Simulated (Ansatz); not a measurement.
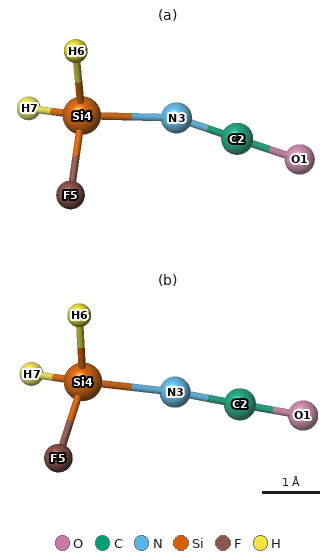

The structure of CH2FNOSi (coarse preliminary run) before (top) and after (bottom) a relaxation, at one scale.

A ball-and-stick model, seen at a tilt.

The start comes from a force field.

These are results of Ansatz, RKS PBE-D4/def2-SVP, not measurements. Settings: force threshold 0.03 eV/Å; at most 200 steps.

What changed between the two?

F5 moves most after the best rigid fit: 0.22 Å. By element the largest moves are F 0.22 Å, O 0.18 Å, N 0.17 Å, Si 0.07 Å, H 0.06 Å, C 0.06 Å. Among the contacts that change: Si4–H7 1.434 → 1.495 Å, C2–N3 1.159 → 1.211 Å, N3–Si4 1.746 → 1.718 Å, Si4–H6 1.521 → 1.495 Å. Among the angles between lasting bonds that change: C2–N3–Si4 162.5° → 175.6°, N3–Si4–F5 104.7° → 108.9°, F5–Si4–H7 112.3° → 108.4°. The energy falls by 5.81 kcal/mol in 7 geometry steps. Largest force component: 6.5 eV/Å at the start, 0.006 eV/Å at the end. The run took of the order of 19 core-seconds on a shared host.
